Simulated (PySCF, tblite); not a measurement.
# C₂H₁₁FSSi₃: geometry, infrared bands and NMR shifts

What infrared bands and NMR shifts should C₂H₁₁FSSi₃ (`FCC[SiH2][SiH2]S[SiH3]`) show?

Programs: tblite 0.8.0 and PySCF 2.14.0, with density-fitted response routines of our own. Each step states its level of theory. These are calculated values for one molecule in the gas phase, unless marked as measured. Atoms count from 0, in the outputs and in this text.

## Step 1: Starting geometry

18 atoms, charge 0, multiplicity 1; geometry from: force field or distance geometry start.

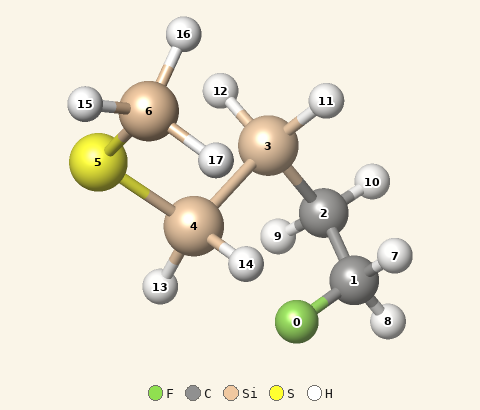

As it starts; fluorine green, carbon grey, silicon light orange, sulfur yellow, hydrogen white, atoms numbered.

## Step 2: Geometry optimisation with GFN2-xTB

Job settings and geometry (Å):

```
{"job": {"kind": "relax", "xc": "GFN2-xTB", "basis": "xTB"}, "charge": 0, "multiplicity": 1}
F     -1.563900     1.518100     0.601200
C     -2.335000     0.404700     0.745800
C     -2.432300    -0.454900    -0.488300
Si    -0.686800    -0.938100    -0.925000
Si     0.498200     0.946700    -0.740100
S      2.368900     0.797300    -1.786500
Si     3.732300    -0.174700    -0.414000
H     -1.845900    -0.191500     1.589600
H     -3.349200     0.705600     1.045700
H     -2.792300     0.170100    -1.347000
H     -3.092300    -1.342000    -0.342000
H     -0.231800    -1.967400     0.030400
H     -0.665700    -1.474600    -2.277600
H     -0.301200     2.017300    -1.341500
H      0.696200     1.215300     0.688200
H      5.070100     0.290600    -0.724800
H      3.578100    -1.621000    -0.583900
H      3.344100     0.104800     0.993500
```

Started as:

```console
$ OMP_NUM_THREADS=1 python probes_run.py task.json out
```

The driver reads the jobs from task.json and runs them one after another.

**Question.** This job is followed by: GFN2-xTB harmonic vibrations, gas phase; GIAO PBE0/pcSseg-1 NMR shielding, non-relativistic, gas phase. Predict these results of the whole session: strongest single infrared mode (GFN2-xTB); zero-point energy (GFN2-xTB); 13C shifts against TMS (PBE0/pcSseg-1); 1H shifts against TMS (PBE0/pcSseg-1, means over atoms taken as alike); 19F shifts against CFCl3 (PBE0/pcSseg-1); 29Si shifts against TMS (PBE0/pcSseg-1); 33S shifts against CS2 (PBE0/pcSseg-1).

**Answer**, as computed:

```
                                                              quantity                             value
                             strongest single infrared mode (GFN2-xTB)              634 cm⁻¹, 589 km/mol
                                          zero-point energy (GFN2-xTB)                     73.0 kcal/mol
                                13C shifts against TMS (PBE0/pcSseg-1)                    86.0, 16.2 ppm
1H shifts against TMS (PBE0/pcSseg-1, means over atoms taken as alike)  4.88, 4.85, 4.61, 4.10, 1.16 ppm
                              19F shifts against CFCl3 (PBE0/pcSseg-1)                        -239.8 ppm
                               29Si shifts against TMS (PBE0/pcSseg-1)           -52.2, -57.9, -74.8 ppm
                                33S shifts against CS2 (PBE0/pcSseg-1)                          -334 ppm
```

What this shows: Over 119 steps the energy fell by 0.611 eV; of the close pairs, Si3–Si4 changed most, 2.234 to 2.317 Å. No mode is imaginary among the 48: a minimum at this level. The strongest single mode, at 634 cm⁻¹, is carried by H11, H12, H13, H14. Unscaled tight-binding wavenumbers are off by several per cent, some by more. Its intensities can rank the bands wrongly. C1 (sp3 CH2 bonded to F) lies farthest downfield among carbon, at 86.0 ppm; pulled downfield by the heteroatom.
